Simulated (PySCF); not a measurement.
**C₂H₉BN₂: NMR shifts at several levels of theory**

Aim: compute the NMR shifts of C₂H₉BN₂ (`CNBNC`) at several levels, and see how far they spread and what each costs.

Programs: PySCF 2.14.0, with density-fitted response routines of our own. Each step states its level of theory. These are calculated values for one molecule in the gas phase, unless marked as measured. Atoms are numbered from 0 throughout.

## 1. The starting structure

14 atoms, charge 0, multiplicity 1; geometry from: GFN2-xTB. The atoms were then displaced at random by about 0.01 Å, so the start is not that level's minimum.

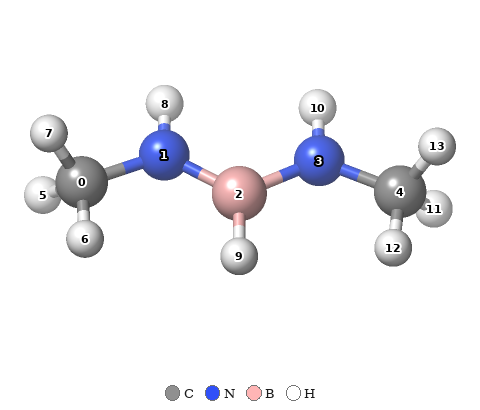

The starting geometry (carbon grey, nitrogen blue, boron pink, hydrogen white), atoms numbered.

## 2. Optimising the geometry at PBE0-D3(BJ)/def2-SVP

The job: settings as JSON, then the geometry in Å.

```
{"job": {"xc": "PBE0", "basis": "def2-SVP", "d3": "d3bj", "grid": 1, "shake": 0.01, "kind": "geom"}, "charge": 0, "multiplicity": 1}
C     -2.409730    -0.133140     0.754080
N     -1.251100    -0.328700    -0.042750
B      0.027690     0.149930     0.211850
N      1.132450    -0.148770    -0.660960
C      2.472640     0.250360    -0.548200
H     -2.857870    -1.049720     1.101570
H     -2.163660     0.497800     1.615040
H     -3.188740     0.420390     0.171030
H     -1.425090    -0.879580    -0.841120
H      0.247820     0.800900     1.184080
H      0.922050    -0.715330    -1.470170
H      3.150590    -0.607120    -0.461070
H      2.561840     0.865230     0.353870
H      2.773940     0.862670    -1.389940
```

Command:

```console
> OMP_NUM_THREADS=1 python probes_run.py task.json out
```

One launch serves the whole session: the jobs run in the order shown.

The log of the run:

```text
step   0  E = -215.63358494  max force = 0.042036
step   1  E = -215.63670193  max force = 0.013596
step   2  E = -215.63672645  max force = 0.010720
step   3  E = -215.63806641  max force = 0.004464
step   4  E = -215.63820278  max force = 0.002614
step   5  E = -215.63835049  max force = 0.001824
step   6  E = -215.63843103  max force = 0.000946
step   7  E = -215.63848331  max force = 0.000423
step   8  E = -215.63851443  max force = 0.000726
step   9  E = -215.63853163  max force = 0.000474
step  10  E = -215.63855210  max force = 0.000412
step  11  E = -215.63856613  max force = 0.000303
optimisation converged
```

Run time: 46 s. Hardware: 1 thread of Arm Neoverse V2, shared host; peak memory 0.47 GiB.

Relaxation path:

```csv
step,energy from step 0 (eV),largest force component (eV/Å)
0,0.0000,2.1616
1,-0.0848,0.6991
2,-0.0855,0.5512
3,-0.1219,0.2295
4,-0.1257,0.1344
5,-0.1297,0.0938
6,-0.1319,0.0486
7,-0.1333,0.0218
8,-0.1341,0.0373
9,-0.1346,0.0244
10,-0.1352,0.0212
11,-0.1355,0.0156
```

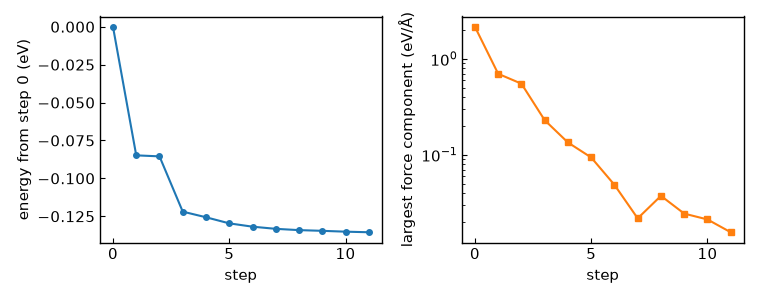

Energy and largest force along the relaxation.

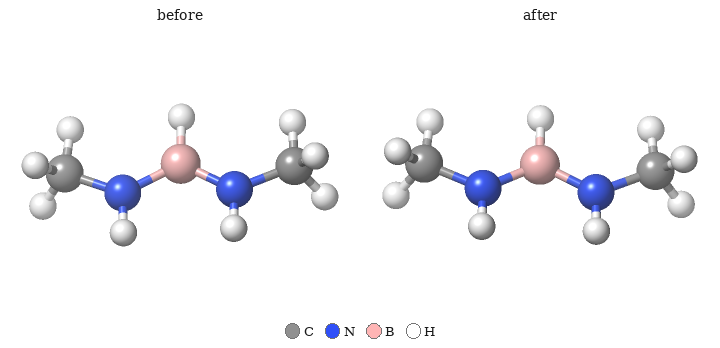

The geometry before (left) and after (right).

Close pairs (by a distance rule), those that changed most:

```csv
bond,before (Å),after (Å),change (Å)
N3–C4,1.403,1.437,+0.034
N1–H8,0.985,1.013,+0.028
C0–H5,1.078,1.106,+0.028
B2–N3,1.439,1.413,-0.026
N1–B2,1.389,1.413,+0.024
B2–H9,1.191,1.214,+0.023
C4–H13,1.084,1.105,+0.022
C0–N1,1.420,1.436,+0.017
```

The next job starts from the end point, and lists it.

```csv
at the end point,value
"rotational constants (GHz, main isotopes)","26.223, 1.975, 1.880"
dipole moment (D),1.58
```

## 3. NMR shieldings: HF/pcSseg-1

The job: settings as JSON, then the geometry in Å.

```
{"job": {"kind": "nmr", "xc": "HF", "basis": "pcSseg-1", "pop": false}, "charge": 0, "multiplicity": 1}
C     -2.323461    -0.398525     0.968779
N     -1.245592    -0.472393     0.022199
B      0.033396     0.110304     0.170528
N      1.039650     0.010253    -0.817027
C      2.369678     0.546300    -0.730416
H     -2.645706    -1.393661     1.326690
H     -1.996296     0.174481     1.847764
H     -3.217099     0.108900     0.560581
H     -1.465051    -0.997623    -0.816159
H      0.279088     0.721825     1.190146
H      0.849173    -0.488721    -1.678259
H      3.149326    -0.237827    -0.748882
H      2.479640     1.093197     0.216524
H      2.597022     1.254806    -1.547865
```

Level: GIAO HF/pcSseg-1 NMR shielding, non-relativistic, gas phase.

The log of the run:

```text
final grid: 103960 points
cycle   1  E = -214.5338039920  dE =  7.652e-01  |g| = 4.057e-01  |ddm| = 2.919e+00
cycle   2  E = -214.5855570895  dE = -5.175e-02  |g| = 1.249e-01  |ddm| = 3.973e-01
cycle   3  E = -214.5897969727  dE = -4.240e-03  |g| = 4.759e-02  |ddm| = 1.281e-01
cycle   4  E = -214.5904170746  dE = -6.201e-04  |g| = 5.536e-03  |ddm| = 4.358e-02
cycle   5  E = -214.5904279313  dE = -1.086e-05  |g| = 2.095e-03  |ddm| = 7.713e-03
cycle   6  E = -214.5904292998  dE = -1.368e-06  |g| = 4.479e-04  |ddm| = 2.434e-03
cycle   7  E = -214.5904294096  dE = -1.099e-07  |g| = 1.382e-04  |ddm| = 7.295e-04
cycle   8  E = -214.5904294224  dE = -1.275e-08  |g| = 3.099e-05  |ddm| = 2.574e-04
cycle   9  E = -214.5904294230  dE = -6.069e-10  |g| = 7.059e-06  |ddm| = 5.166e-05
converged SCF energy = -214.5904294230

GIAO shielding tensors (ppm)
atom      isotropic    diamagn.    paramagn.     s11        s22        s33       span
  0 C      159.217     237.208     -77.991    141.417    146.517    189.719     48.302
  1 N      209.423     325.278    -115.855    145.961    221.506    260.801    114.840
  2 B       83.368     196.066    -112.698     55.152     91.567    103.385     48.233
  3 N      209.345     325.272    -115.928    145.844    221.483    260.706    114.862
  4 C      159.234     237.243     -78.009    141.393    146.612    189.696     48.303
  5 H       29.098      27.279       1.819     23.989     27.084     36.222     12.233
  6 H       28.961      28.390       0.571     25.080     27.840     33.963      8.883
  7 H       29.095      27.275       1.820     23.961     27.098     36.227     12.266
  8 H       30.490      35.164      -4.674     21.945     31.263     38.263     16.318
  9 H       27.790      33.108      -5.318     25.798     28.130     29.442      3.644
 10 H       30.495      35.174      -4.679     21.943     31.282     38.260     16.318
 11 H       29.089      27.317       1.772     23.938     27.102     36.229     12.291
 12 H       28.962      28.404       0.558     25.084     27.833     33.970      8.886
 13 H       29.102      27.272       1.831     24.008     27.085     36.215     12.207
```

Wall time 3.4 s (1 thread of Arm Neoverse V2, shared host); peak memory 0.6 GiB.

Shifts follow as δ = σ(reference) − σ, with reference shieldings (ppm) from runs at the same level and on the same kind of geometry: ¹H TMS 31.69, ¹³C TMS 190.8, ¹⁵N NH3 265.7, ¹¹B BF3·OEt2 115.3. The references are single molecules in the gas phase, so shifts against H2O, NH3, PH3, H3PO4 or CFCl3 are not on the usual liquid scales and can be off by tens of ppm. Atoms listed in one row are averaged.

```csv
atoms,environment,σ (ppm),δ (ppm)
"C0, C4",methyl carbon bonded to N,159.2,31.6
H9,hydrogen on a boron bonded to 2 N,27.79,3.90
"H5, H6, H7, H11, H12, H13",hydrogen on a methyl carbon bonded to N,29.05,2.63
"H8, H10","hydrogen on a nitrogen bonded to C, B",30.49,1.19
"N1, N3","nitrogen bonded to C, B, H",209.4,56.3
B2,"boron bonded to 2 N, H",83.4,31.9
```

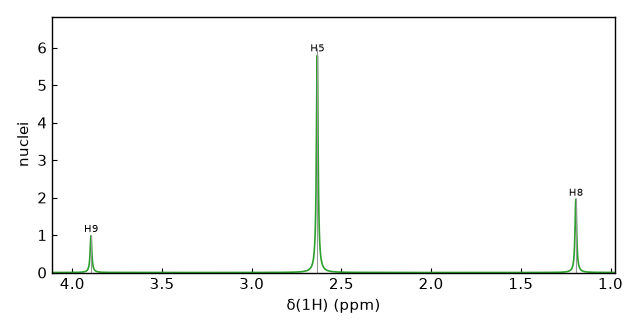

¹H lines at the computed shifts, without couplings. Lines are broadened to a width of 0.01 ppm (Lorentzian).

## 4. NMR shieldings: LDA/pcSseg-1

Settings changed since step 3:

```diff
@@ -1,2 +1,2 @@
-{"job": {"kind": "nmr", "xc": "HF", "basis": "pcSseg-1", "pop": false}, "charge": 0, "multiplicity": 1}
+{"job": {"kind": "nmr", "xc": "LDA", "basis": "pcSseg-1", "pop": false}, "charge": 0, "multiplicity": 1}
 C     -2.323461    -0.398525     0.968779
```

With the program's defaults for keys left out, this is: GIAO LDA/pcSseg-1 NMR shielding, non-relativistic, gas phase.

The log of the run:

```text
coarse grid: 10968 points
cycle   1  E = -213.9248478722  dE =  2.547e-01  |g| = 6.097e-01  |ddm| = 3.062e+00
cycle   2  E = -213.7851608807  dE =  1.397e-01  |g| = 9.862e-01  |ddm| = 1.442e+00
cycle   3  E = -214.0199412779  dE = -2.348e-01  |g| = 1.173e-01  |ddm| = 9.433e-01
cycle   4  E = -214.0228882622  dE = -2.947e-03  |g| = 3.242e-02  |ddm| = 9.797e-02
cycle   5  E = -214.0231171860  dE = -2.289e-04  |g| = 6.446e-03  |ddm| = 2.507e-02
cycle   6  E = -214.0231243462  dE = -7.160e-06  |g| = 2.982e-03  |ddm| = 5.708e-03
final grid: 103960 points
cycle   7  E = -214.0762367504  dE = -2.741e-05  |g| = 8.148e-03  |ddm| = 1.911e-02
cycle   8  E = -214.0762096557  dE =  2.709e-05  |g| = 1.331e-02  |ddm| = 1.454e-02
cycle   9  E = -214.0762529514  dE = -4.330e-05  |g| = 8.152e-04  |ddm| = 9.192e-03
cycle  10  E = -214.0762530761  dE = -1.248e-07  |g| = 2.859e-04  |ddm| = 7.020e-04
cycle  11  E = -214.0762530917  dE = -1.554e-08  |g| = 4.755e-05  |ddm| = 1.738e-04
cycle  12  E = -214.0762530919  dE = -2.600e-10  |g| = 3.396e-05  |ddm| = 5.311e-05
cycle  13  E = -214.0762530922  dE = -2.475e-10  |g| = 2.549e-06  |ddm| = 2.294e-05
converged SCF energy = -214.0762530922

GIAO shielding tensors (ppm)
atom      isotropic    diamagn.    paramagn.     s11        s22        s33       span
  0 C      145.361     242.407     -97.045    121.446    129.396    185.241     63.795
  1 N      183.203     322.671    -139.468    111.963    201.166    236.479    124.516
  2 B       67.818     200.059    -132.241     37.897     77.279     88.279     50.382
  3 N      183.123     322.656    -139.532    111.857    201.143    236.370    124.512
  4 C      145.384     242.437     -97.053    121.416    129.521    185.215     63.799
  5 H       28.012      26.810       1.202     23.088     26.107     34.843     11.755
  6 H       27.945      28.430      -0.485     24.708     26.844     32.285      7.576
  7 H       28.004      26.802       1.202     23.048     26.116     34.848     11.800
  8 H       29.187      34.030      -4.843     21.766     30.188     35.607     13.841
  9 H       26.558      32.621      -6.063     25.248     25.931     28.496      3.248
 10 H       29.188      34.037      -4.848     21.759     30.203     35.602     13.844
 11 H       27.995      26.852       1.143     23.018     26.114     34.852     11.834
 12 H       27.948      28.441      -0.494     24.713     26.838     32.293      7.580
 13 H       28.021      26.796       1.224     23.113     26.115     34.833     11.720
```

It took 9.3 s on 1 thread of Arm Neoverse V2, shared host; peak memory 0.58 GiB.

This run: δ C0 35.3, N1 88.8, B2 25.1, H9 4.27, H5 2.84 ppm (means over like atoms).

## 5. Nuclear shieldings: PBE/pcSseg-1

Settings changed since step 4:

```diff
@@ -1,2 +1,2 @@
-{"job": {"kind": "nmr", "xc": "LDA", "basis": "pcSseg-1", "pop": false}, "charge": 0, "multiplicity": 1}
+{"job": {"kind": "nmr", "xc": "PBE", "basis": "pcSseg-1", "pop": false}, "charge": 0, "multiplicity": 1}
 C     -2.323461    -0.398525     0.968779
```

Level: GIAO PBE/pcSseg-1 NMR shielding, non-relativistic, gas phase.

The log of the run:

```text
coarse grid: 10968 points
cycle   1  E = -215.6091516254  dE =  2.577e-01  |g| = 5.857e-01  |ddm| = 3.062e+00
cycle   2  E = -215.4891027485  dE =  1.200e-01  |g| = 9.280e-01  |ddm| = 1.401e+00
cycle   3  E = -215.6972388228  dE = -2.081e-01  |g| = 1.097e-01  |ddm| = 9.041e-01
cycle   4  E = -215.6998663471  dE = -2.628e-03  |g| = 2.978e-02  |ddm| = 9.292e-02
cycle   5  E = -215.7000624159  dE = -1.961e-04  |g| = 5.765e-03  |ddm| = 2.371e-02
cycle   6  E = -215.7000680863  dE = -5.670e-06  |g| = 2.739e-03  |ddm| = 5.168e-03
final grid: 103960 points
cycle   7  E = -215.7322125074  dE = -1.285e-05  |g| = 1.571e-02  |ddm| = 2.741e-02
cycle   8  E = -215.7321160606  dE =  9.645e-05  |g| = 2.551e-02  |ddm| = 3.005e-02
cycle   9  E = -215.7322714670  dE = -1.554e-04  |g| = 2.030e-03  |ddm| = 1.891e-02
cycle  10  E = -215.7322723705  dE = -9.036e-07  |g| = 3.184e-04  |ddm| = 1.352e-03
cycle  11  E = -215.7322723898  dE = -1.923e-08  |g| = 8.502e-05  |ddm| = 2.465e-04
cycle  12  E = -215.7322723915  dE = -1.753e-09  |g| = 2.409e-05  |ddm| = 9.754e-05
cycle  13  E = -215.7322723916  dE = -9.027e-11  |g| = 1.506e-05  |ddm| = 2.553e-05
converged SCF energy = -215.7322723916

GIAO shielding tensors (ppm)
atom      isotropic    diamagn.    paramagn.     s11        s22        s33       span
  0 C      144.116     241.304     -97.189    121.172    129.177    181.998     60.826
  1 N      181.985     322.498    -140.513    117.046    197.176    231.734    114.689
  2 B       71.509     200.368    -128.859     42.073     81.538     90.917     48.844
  3 N      181.909     322.483    -140.573    116.942    197.154    231.632    114.689
  4 C      144.135     241.336     -97.201    121.142    129.289    181.973     60.831
  5 H       28.392      27.074       1.317     23.612     26.529     35.034     11.422
  6 H       28.362      28.837      -0.475     25.209     27.260     32.619      7.410
  7 H       28.383      27.067       1.316     23.572     26.538     35.039     11.467
  8 H       29.640      34.578      -4.938     22.405     30.706     35.808     13.402
  9 H       27.079      33.209      -6.130     25.755     26.512     28.971      3.216
 10 H       29.641      34.585      -4.944     22.399     30.721     35.804     13.405
 11 H       28.373      27.121       1.252     23.542     26.534     35.043     11.501
 12 H       28.365      28.849      -0.484     25.213     27.254     32.626      7.414
 13 H       28.401      27.058       1.343     23.638     26.539     35.025     11.387
```

Wall time 12 s (1 thread of Arm Neoverse V2, shared host); peak memory 0.57 GiB.

In short: δ C0 35.9, N1 83.1, B2 23.3, H9 4.12, H5 2.82 ppm (means over like atoms).

## 6. Shielding tensors: BLYP/pcSseg-1

Settings changed since step 5:

```diff
@@ -1,2 +1,2 @@
-{"job": {"kind": "nmr", "xc": "PBE", "basis": "pcSseg-1", "pop": false}, "charge": 0, "multiplicity": 1}
+{"job": {"kind": "nmr", "xc": "BLYP", "basis": "pcSseg-1", "pop": false}, "charge": 0, "multiplicity": 1}
 C     -2.323461    -0.398525     0.968779
```

Method: GIAO BLYP/pcSseg-1 NMR shielding, non-relativistic, gas phase.

The log of the run:

```text
coarse grid: 10968 points
cycle   1  E = -215.7821606116  dE =  2.619e-01  |g| = 6.315e-01  |ddm| = 3.069e+00
cycle   2  E = -215.6228399825  dE =  1.593e-01  |g| = 1.039e+00  |ddm| = 1.529e+00
cycle   3  E = -215.8808778175  dE = -2.580e-01  |g| = 1.171e-01  |ddm| = 1.023e+00
cycle   4  E = -215.8838626104  dE = -2.985e-03  |g| = 3.333e-02  |ddm| = 1.013e-01
cycle   5  E = -215.8841132826  dE = -2.507e-04  |g| = 7.315e-03  |ddm| = 2.882e-02
cycle   6  E = -215.8841227692  dE = -9.487e-06  |g| = 3.236e-03  |ddm| = 6.456e-03
cycle   7  E = -215.8841255400  dE = -2.771e-06  |g| = 2.609e-04  |ddm| = 2.903e-03
final grid: 103960 points
cycle   8  E = -215.9229020679  dE = -2.856e-05  |g| = 1.055e-02  |ddm| = 2.159e-02
cycle   9  E = -215.9228525195  dE =  4.955e-05  |g| = 1.806e-02  |ddm| = 2.064e-02
cycle  10  E = -215.9229272913  dE = -7.477e-05  |g| = 1.543e-03  |ddm| = 1.341e-02
cycle  11  E = -215.9229278052  dE = -5.139e-07  |g| = 3.057e-04  |ddm| = 1.087e-03
cycle  12  E = -215.9229278203  dE = -1.508e-08  |g| = 1.639e-04  |ddm| = 2.872e-04
cycle  13  E = -215.9229278261  dE = -5.810e-09  |g| = 3.655e-05  |ddm| = 1.282e-04
cycle  14  E = -215.9229278263  dE = -2.583e-10  |g| = 1.036e-05  |ddm| = 3.355e-05
converged SCF energy = -215.9229278263

GIAO shielding tensors (ppm)
atom      isotropic    diamagn.    paramagn.     s11        s22        s33       span
  0 C      138.776     240.192    -101.415    115.699    123.584    177.046     61.347
  1 N      177.542     322.142    -144.599    114.691    190.890    227.046    112.355
  2 B       68.662     199.772    -131.109     38.837     79.252     87.898     49.061
  3 N      177.462     322.123    -144.661    114.586    190.861    226.939    112.353
  4 C      138.796     240.224    -101.429    115.670    123.698    177.020     61.351
  5 H       28.532      27.179       1.354     23.856     26.743     34.998     11.141
  6 H       28.522      29.073      -0.551     25.497     27.412     32.657      7.161
  7 H       28.523      27.172       1.351     23.815     26.751     35.003     11.188
  8 H       29.876      34.619      -4.743     22.783     31.113     35.732     12.949
  9 H       27.337      33.590      -6.254     26.068     26.694     29.247      3.179
 10 H       29.878      34.625      -4.748     22.776     31.129     35.728     12.952
 11 H       28.512      27.230       1.283     23.784     26.746     35.006     11.222
 12 H       28.524      29.084      -0.560     25.501     27.406     32.665      7.164
 13 H       28.542      27.159       1.382     23.883     26.754     34.989     11.106
```

It took 12 s on 1 thread of Arm Neoverse V2, shared host; peak memory 0.57 GiB.

This run: δ C0 36.5, N1 85.1, B2 24.2, H9 4.02, H5 2.84 ppm (means over like atoms).

## 7. Nuclear shieldings: BP86/pcSseg-1

Settings changed since step 6:

```diff
@@ -1,2 +1,2 @@
-{"job": {"kind": "nmr", "xc": "BLYP", "basis": "pcSseg-1", "pop": false}, "charge": 0, "multiplicity": 1}
+{"job": {"kind": "nmr", "xc": "BP86", "basis": "pcSseg-1", "pop": false}, "charge": 0, "multiplicity": 1}
 C     -2.323461    -0.398525     0.968779
```

Level: GIAO BP86/pcSseg-1 NMR shielding, non-relativistic, gas phase.

The log of the run:

```text
coarse grid: 10968 points
cycle   1  E = -215.9056407728  dE =  2.579e-01  |g| = 5.784e-01  |ddm| = 3.060e+00
cycle   2  E = -215.7929967354  dE =  1.126e-01  |g| = 9.111e-01  |ddm| = 1.312e+00
cycle   3  E = -215.9903420140  dE = -1.973e-01  |g| = 1.076e-01  |ddm| = 8.415e-01
cycle   4  E = -215.9928726512  dE = -2.531e-03  |g| = 2.903e-02  |ddm| = 9.191e-02
cycle   5  E = -215.9930613934  dE = -1.887e-04  |g| = 5.552e-03  |ddm| = 2.350e-02
cycle   6  E = -215.9930660495  dE = -4.656e-06  |g| = 2.619e-03  |ddm| = 4.853e-03
final grid: 103960 points
cycle   7  E = -216.0240706942  dE = -3.186e-05  |g| = 7.975e-03  |ddm| = 2.188e-02
cycle   8  E = -216.0240465519  dE =  2.414e-05  |g| = 1.268e-02  |ddm| = 1.430e-02
cycle   9  E = -216.0240859507  dE = -3.940e-05  |g| = 8.814e-04  |ddm| = 8.918e-03
cycle  10  E = -216.0240860953  dE = -1.446e-07  |g| = 2.392e-04  |ddm| = 6.533e-04
cycle  11  E = -216.0240861064  dE = -1.109e-08  |g| = 3.771e-05  |ddm| = 1.562e-04
cycle  12  E = -216.0240861067  dE = -3.029e-10  |g| = 1.567e-05  |ddm| = 4.725e-05
converged SCF energy = -216.0240861067

GIAO shielding tensors (ppm)
atom      isotropic    diamagn.    paramagn.     s11        s22        s33       span
  0 C      143.535     241.546     -98.010    120.805    128.827    180.975     60.170
  1 N      182.816     323.004    -140.188    117.737    197.845    232.867    115.129
  2 B       71.861     200.089    -128.228     42.589     82.041     90.954     48.365
  3 N      182.742     322.988    -140.245    117.637    197.823    232.767    115.129
  4 C      143.556     241.578     -98.021    120.776    128.942    180.951     60.174
  5 H       28.465      27.140       1.325     23.696     26.595     35.104     11.408
  6 H       28.429      28.921      -0.492     25.261     27.321     32.707      7.446
  7 H       28.457      27.133       1.324     23.657     26.604     35.110     11.452
  8 H       29.741      34.641      -4.900     22.499     30.790     35.934     13.435
  9 H       27.154      33.312      -6.158     25.783     26.650     29.029      3.246
 10 H       29.743      34.648      -4.906     22.492     30.805     35.930     13.438
 11 H       28.447      27.188       1.259     23.628     26.601     35.114     11.486
 12 H       28.431      28.932      -0.501     25.265     27.315     32.715      7.450
 13 H       28.474      27.123       1.351     23.722     26.604     35.095     11.374
```

It took 11 s on 1 thread of Arm Neoverse V2, shared host; peak memory 0.57 GiB.

Key values: δ C0 36.2, N1 80.3, B2 23.4, H9 4.11, H5 2.82 ppm (means over like atoms).

## 8. Shielding tensors: OPBE/pcSseg-1

Settings changed since step 7:

```diff
@@ -1,2 +1,2 @@
-{"job": {"kind": "nmr", "xc": "BP86", "basis": "pcSseg-1", "pop": false}, "charge": 0, "multiplicity": 1}
+{"job": {"kind": "nmr", "xc": "OPBE", "basis": "pcSseg-1", "pop": false}, "charge": 0, "multiplicity": 1}
 C     -2.323461    -0.398525     0.968779
```

With the program's defaults for keys left out, this is: GIAO OPBE/pcSseg-1 NMR shielding, non-relativistic, gas phase.

The log of the run:

```text
coarse grid: 10968 points
cycle   1  E = -215.8407685958  dE =  2.363e-01  |g| = 5.250e-01  |ddm| = 3.067e+00
cycle   2  E = -215.7645324751  dE =  7.624e-02  |g| = 7.809e-01  |ddm| = 1.309e+00
cycle   3  E = -215.9155570441  dE = -1.510e-01  |g| = 9.203e-02  |ddm| = 7.970e-01
cycle   4  E = -215.9173917013  dE = -1.835e-03  |g| = 2.801e-02  |ddm| = 8.131e-02
cycle   5  E = -215.9175672897  dE = -1.756e-04  |g| = 4.536e-03  |ddm| = 2.096e-02
cycle   6  E = -215.9175711134  dE = -3.824e-06  |g| = 1.946e-03  |ddm| = 4.237e-03
final grid: 103960 points
cycle   7  E = -215.9200202488  dE = -1.187e-04  |g| = 1.120e-02  |ddm| = 4.240e-02
cycle   8  E = -215.9199972690  dE =  2.298e-05  |g| = 1.477e-02  |ddm| = 2.461e-02
cycle   9  E = -215.9200560760  dE = -5.881e-05  |g| = 1.139e-03  |ddm| = 1.310e-02
cycle  10  E = -215.9200563688  dE = -2.928e-07  |g| = 4.709e-04  |ddm| = 1.212e-03
cycle  11  E = -215.9200564140  dE = -4.520e-08  |g| = 1.651e-04  |ddm| = 4.007e-04
cycle  12  E = -215.9200564200  dE = -5.969e-09  |g| = 4.472e-05  |ddm| = 1.472e-04
cycle  13  E = -215.9200564204  dE = -4.277e-10  |g| = 1.477e-05  |ddm| = 4.305e-05
converged SCF energy = -215.9200564204

GIAO shielding tensors (ppm)
atom      isotropic    diamagn.    paramagn.     s11        s22        s33       span
  0 C      150.035     241.566     -91.531    127.940    136.398    185.766     57.827
  1 N      187.193     323.149    -135.956    125.203    202.515    233.861    108.658
  2 B       78.838     201.088    -122.251     51.106     87.635     97.772     46.666
  3 N      187.116     323.138    -136.022    125.100    202.490    233.758    108.658
  4 C      150.049     241.597     -91.548    127.911    136.495    185.741     57.831
  5 H       28.457      27.022       1.435     23.670     26.527     35.173     11.503
  6 H       28.420      28.721      -0.302     25.133     27.341     32.785      7.653
  7 H       28.449      27.014       1.434     23.633     26.535     35.178     11.545
  8 H       29.587      34.825      -5.239     22.251     30.468     36.041     13.790
  9 H       27.181      33.170      -5.989     25.683     26.807     29.052      3.369
 10 H       29.588      34.833      -5.244     22.245     30.483     36.037     13.792
 11 H       28.439      27.068       1.371     23.605     26.531     35.181     11.576
 12 H       28.422      28.734      -0.313     25.137     27.335     32.793      7.655
 13 H       28.465      27.007       1.458     23.694     26.536     35.165     11.471
```

Wall time 12 s (1 thread of Arm Neoverse V2, shared host); peak memory 0.57 GiB.

In short: δ C0 35.1, N1 76.9, B2 21.5, H9 4.05, H5 2.79 ppm (means over like atoms).

[end of part 1 of 2]
